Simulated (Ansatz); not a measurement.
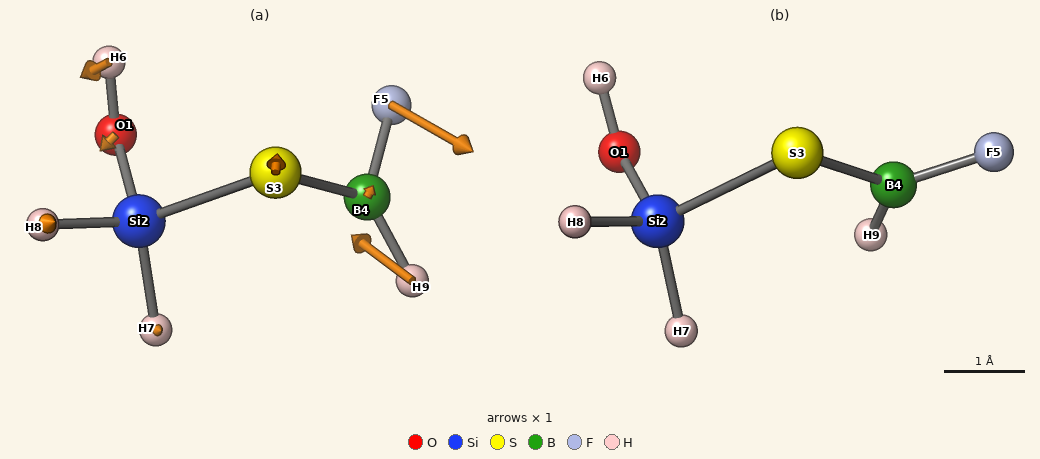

The structure of BSiH4SOF (coarse preliminary run) before (left) and after (right) a relaxation, at one scale. The orange arrows give the displacements, at their true length.

A ball-and-stick model, seen from a free direction.

The start comes from a force field.

Level of theory: RKS PBE-D4/def2-SVP (Ansatz 0.2.0). (force threshold 0.03 eV/Å; at most 200 steps)

> Describe what moved and what it gained.

The atom that moves furthest after the best rigid fit is F5 (1.57 Å). Largest moves by element: F 1.57 Å, H 1.29 Å, S 0.31 Å, O 0.30 Å, B 0.18 Å, Si 0.02 Å. Some distances before and after: B4–F5 1.455 → 1.332 Å, S3–B4 1.924 → 1.815 Å, Si2–H8 1.452 → 1.503 Å, O1–H6 1.015 → 0.974 Å. Bond angles that change, for instance: Si2–O1–H6 104.7° → 115.6°, S3–Si2–H8 110.9° → 103.2°, Si2–S3–B4 89.7° → 97.2°. Groups turn about S3–B4 by about 85°. After 19 accepted moves (21 points after the start) the energy has fallen by 19.9 kcal/mol. Largest force component: 3.2 eV/Å at the start, 0.011 eV/Å at the end. The line search rejected the trial steps at points 8, 15 of the run.
